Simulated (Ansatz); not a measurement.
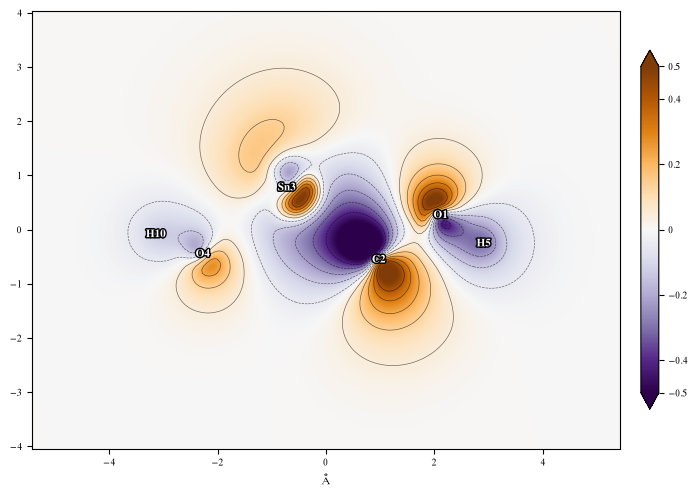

The picture shows: CH6O2Sn. The HOMO on the plane of atoms Sn3, O4 and H10 (values in Å⁻³ᐟ²; the overall sign is arbitrary).

Core potentials replace the inner electrons of Sn.

Theory: RHF/def2-SVP in Ansatz.

```xyz
10

O    -2.0683    0.3705   -0.0191
C    -0.7724    0.7423   -0.4066
Sn    0.5515   -0.7418    0.4354
O     2.3426   -0.1712   -0.1751
H    -2.7019    0.9832   -0.3590
H    -0.4980    1.7319   -0.0304
H    -0.6562    0.7596   -1.4939
H     0.2486   -2.3112   -0.1742
H     0.5392   -0.7375    2.1462
H     3.0979   -0.6769    0.0796
```

What is the character of this orbital?

Answer. Its weight (Hirshfeld) is mainly on C2 (about 35 %), Sn3 (about 30 %) and O1 (about 10 %). Its energy is −10.99 eV.
